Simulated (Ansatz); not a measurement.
# triplet CF4: levels of theory compared

We compute a comparison of 6 runs (UHF/aug-cc-pVDZ, U-r2SCAN/aug-cc-pVDZ, U-r2SCAN0/aug-cc-pVDZ, UB2PLYP/aug-cc-pVDZ, UCAM-B3LYP/aug-cc-pVDZ, RPA@PBE/aug-cc-pVDZ) of triplet CF4. 

The calculation is run with Ansatz 0.2.0.

30 further runs of the same task are left out: 2 that didn't finish, 28 set aside as unsound or not needed.

### 1 The structure to begin with

CF4 has 5 atoms, charge 0, and is taken as a triplet. SMILES of the parent species: `FC(F)(F)F`. The coordinates come from a PBE0-D4/def2-TZVP relaxation. That shape belongs to the parent species and isn't relaxed for this state.

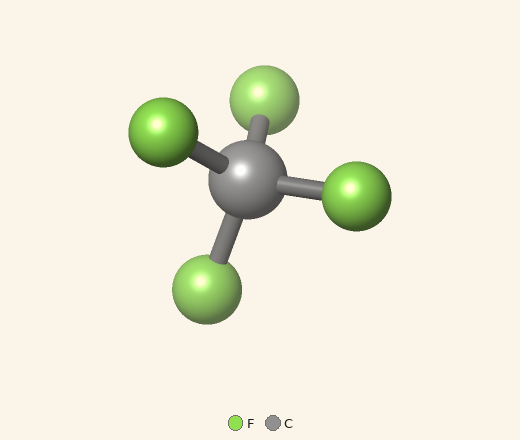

Viewed from a chosen angle; fluorine green, carbon grey.

### 2 The energy at UHF/aug-cc-pVDZ (run 1)

in.yaml

```yaml
basis:
  gaussian:
    orbitals: aug-cc-pVDZ
crystal:
  periodic: [false, false, false]
  atoms:
    - {symbol: F, position_ang: [-0.850100, 0.025300, 0.989500]}
    - {symbol: C, position_ang: [0.010000, -0.014700, -0.008300]}
    - {symbol: F, position_ang: [1.157500, -0.501300, 0.420100]}
    - {symbol: F, position_ang: [-0.464000, -0.786000, -0.966200]}
    - {symbol: F, position_ang: [0.196600, 1.203000, -0.476700]}
magnetization:
  spin_polarized: true
  initial_magnetization: 2
hamiltonian:
  xc: hf
accuracy: high
output: {orbitals: {seedname: orbitals}}
```

On the command line:

```
ansatz run in.yaml --threads 1 --pin off --max-ram 3480MiB --events-out events.jsonl --progress --plain --runs-dir runs
```

Output (excerpt; [...] marks lines left out):

```text
Warning: RAYON_NUM_THREADS=1 ignored (pool sized by the plan → 1); use --threads N
Functional definition: HF
  name "HF"
[...]
2365 factors; integrals over basis functions are off by at most 2.7e-9 eV
[...]
mean field -11843.42540087 eV, -435.2378557199 hartree, gradient 2.1e-8 eV, S^2 2.005845; 2 other end points of the search recorded, 0 dependent functions left out
reference -11843.42540087 eV, -435.2378557199 hartree; 22, 20 occupied and 93, 95 virtual orbitals, 2365 factors
Total energy: -11843.42540087 eV, -435.2378557199 hartree
```

Run time: 74 s. Hardware: 1 thread of Arm Neoverse V1, shared host; peak memory 0.52 GiB.

### 3 A single-point energy at U-r2SCAN/aug-cc-pVDZ (run 2)

molecule.yaml

```yaml
crystal:
  periodic: [false, false, false]
  atoms:
    - symbol: F
      position_ang: [-0.850100, 0.025300, 0.989500]
    - symbol: C
      position_ang: [0.010000, -0.014700, -0.008300]
    - symbol: F
      position_ang: [1.157500, -0.501300, 0.420100]
    - symbol: F
      position_ang: [-0.464000, -0.786000, -0.966200]
    - symbol: F
      position_ang: [0.196600, 1.203000, -0.476700]
basis:
  gaussian: {orbitals: aug-cc-pVDZ}
magnetization: {spin_polarized: true, initial_magnetization: 2}
hamiltonian: {xc: {name: r2SCAN}}
accuracy: high
output: {orbitals: {seedname: orbitals}}
```

On the command line:

```
ansatz run molecule.yaml --threads 1 --pin off --max-ram 3480MiB --events-out events.jsonl --progress --plain --runs-dir runs
```

Output (excerpt; [...] marks lines left out):

```text
Warning: RAYON_NUM_THREADS=1 ignored (pool sized by the plan → 1); use --threads N
Functional definition: r2SCAN
  name "r2SCAN"
[...]
2365 factors; integrals over basis functions are off by at most 2.7e-9 eV
[...]
mean field -11889.86192328 eV, -436.9443664425 hartree, gradient 1.9e-8 eV, S^2 2.002470; 10 other end points of the search recorded, 0 dependent functions left out
reference -11889.86192893 eV, -436.9443666503 hartree; 22, 20 occupied and 93, 95 virtual orbitals, 2365 factors
Total energy: -11889.86192893 eV, -436.9443666503 hartree
```

Run time: 5.4 min. Hardware: 1 thread of Arm Neoverse V1, shared host; peak memory 0.58 GiB.

Runs 3 to 5 aren't shown in full; the table further down has their settings and results.

### 4 A single-point energy at RPA@PBE/aug-cc-pVDZ (run 6)

input.yaml

```yaml
crystal:
  periodic: [false, false, false]
  atoms:
    - {symbol: F, position_ang: [-0.850100, 0.025300, 0.989500]}
    - {symbol: C, position_ang: [0.010000, -0.014700, -0.008300]}
    - {symbol: F, position_ang: [1.157500, -0.501300, 0.420100]}
    - {symbol: F, position_ang: [-0.464000, -0.786000, -0.966200]}
    - {symbol: F, position_ang: [0.196600, 1.203000, -0.476700]}
basis:
  gaussian: {orbitals: aug-cc-pVDZ}
magnetization: {spin_polarized: true, initial_magnetization: 2}
hamiltonian: {xc: pbe}
correlation: {method: rpa, frozen_orbitals: {C: 1, F: 1}}
accuracy: high
```

On the command line:

```
ansatz run input.yaml --threads 1 --pin off --max-ram 3480MiB --events-out events.jsonl --progress --plain --runs-dir runs
```

Output (excerpt; [...] marks lines left out):

```text
Warning: RAYON_NUM_THREADS=1 ignored (pool sized by the plan → 1); use --threads N
Functional definition: PBE
  name "PBE"
[...]
2365 factors; integrals over basis functions are off by at most 2.7e-9 eV
[...]
mean field -11884.27396275 eV, -436.7390126808 hartree, gradient 3.2e-8 eV, S^2 2.001121; 10 other end points of the search recorded, 0 dependent functions left out
5 core orbitals not correlated: weight in the atoms' cores, before any rotation towards them, 1.000 or more for the frozen orbitals, at most 0.000 for the correlated occupied ones
reference -11839.45319830 eV, -435.0918799680 hartree; 17, 15 occupied and 93, 95 virtual orbitals, 2365 factors
Total energy: -11880.30291295 eV, -436.5930792923 hartree
```

It took 94 s on 1 thread of Arm Neoverse V1, shared host; peak memory 0.71 GiB.

### 5 Overview of the runs

```
run                   level  frozen core orbitals  energy (Eh)  HOMO energy (eV)   ⟨S²⟩  wall time
  1         UHF/aug-cc-pVDZ                     –  -435.237856             -3.40  2.006       74 s
  2    U-r2SCAN/aug-cc-pVDZ                     –  -436.944367             -1.69  2.002    5.4 min
  3   U-r2SCAN0/aug-cc-pVDZ                     –  -436.853203             -2.13  2.008    6.6 min
  4     UB2PLYP/aug-cc-pVDZ                     5  -436.784452             -2.63  2.008      5 min
  5  UCAM-B3LYP/aug-cc-pVDZ                     –  -436.993040             -2.82  2.005    1.9 min
  6     RPA@PBE/aug-cc-pVDZ                     5  -436.593079                 –  2.001       94 s
```

### 6 Outcome

```
                                quantity          value
                     run 6: total energy  -436.59308 Eh
 run 6: RPA correlation energy (valence)    -1501.2 mEh
run 6: ⟨S²⟩ of the reference determinant          2.001
```

What this shows: Totals of different functionals can't be ranked against each other. All runs together took 22 min, the longest 6.6 min.
